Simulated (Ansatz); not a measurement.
System Ag2Cl3F (space group P6/mmm, No. 191); source of the atomic positions: coordinates from a relaxation with DFT PBE, scalar-relativistic, plane waves, PAW (Ansatz 0.2.0); the starting structure was generated, so it need not be a known form of this composition.

```cif
data_structure
_symmetry_space_group_name_H-M 'P 1'
_symmetry_Int_Tables_number 1
_cell_length_a 6.8447
_cell_length_b 6.8447
_cell_length_c 3.5139
_cell_angle_alpha 90.000
_cell_angle_beta 90.000
_cell_angle_gamma 120.000
_cell_volume 142.57
loop_
_atom_site_label
_atom_site_type_symbol
_atom_site_fract_x
_atom_site_fract_y
_atom_site_fract_z
_atom_site_occupancy
Ag1 Ag 0.66667 0.33333 0.00000 1
Ag2 Ag 0.33333 0.66667 0.00000 1
Cl1 Cl 0.50000 0.00000 0.50000 1
Cl2 Cl 0.50000 0.50000 0.50000 1
Cl3 Cl 0.00000 0.50000 0.50000 1
F1 F 0.00000 0.00000 0.00000 1
```

Bonds are taken as Ag–Cl below 3 Å. The graph is simplified in the usual way: terminal and isolated atoms are pruned, two-connected atoms become edges.

What net does this leave?

The result is a binodal (4,6)-connected, three-periodic net: Cl is a 4-connected node; Ag is a 6-connected node, in the ratio 3:2. F drops out. It is a single net, without interpenetration.

| node | links | point symbol | coordination sequence |
| --- | --- | --- | --- |
| Cl | 4 | 4^4.6^2 | 4 14 20 50 |
| Ag | 6 | 4^9.6^6 | 6 11 30 38 |

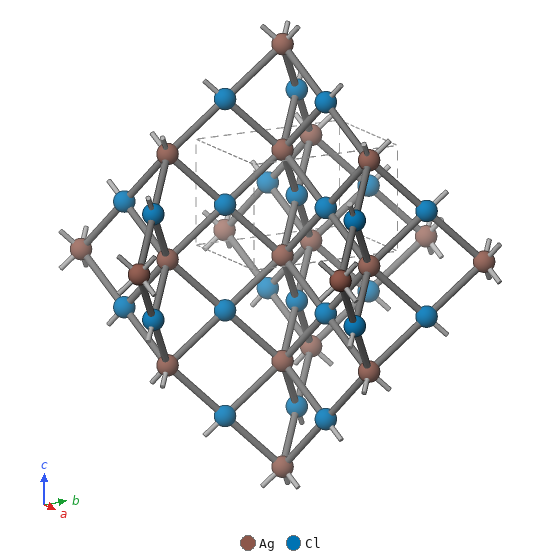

Nodes are coloured by element. Edges to nodes outside the piece are drawn as stubs.
